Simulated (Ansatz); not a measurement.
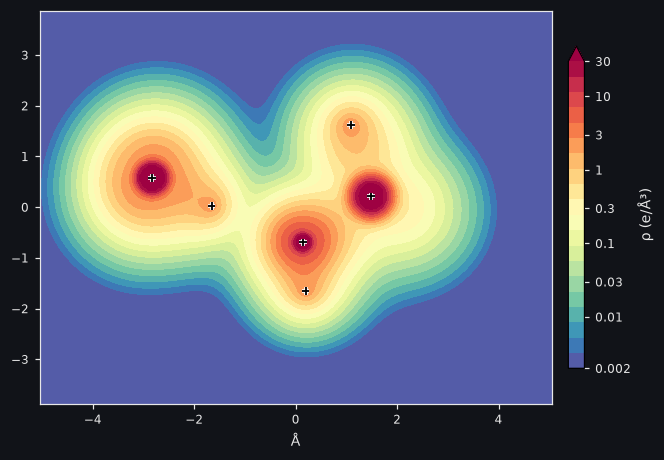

The electron density on a plane through atoms (crosses mark nuclei in the plane).

Computed with RKS PBE0-D4/def2-TZVPP (Ansatz).

Candidates:
A. BH3OSSi
B. F2H2OSi···HCl
C. H8OPSi2···H

Which system is this?

Answer. Candidate B: F2H2OSi···HCl on the plane of atoms H5, Si1 and O7, which holds Si, Cl, H and O. O7···H6 (1.94 Å): the density falls to about 0.18 e/Å³ on the way. Si–O (1.63 Å): ρ at the midpoint is about 1.2 e/Å³.
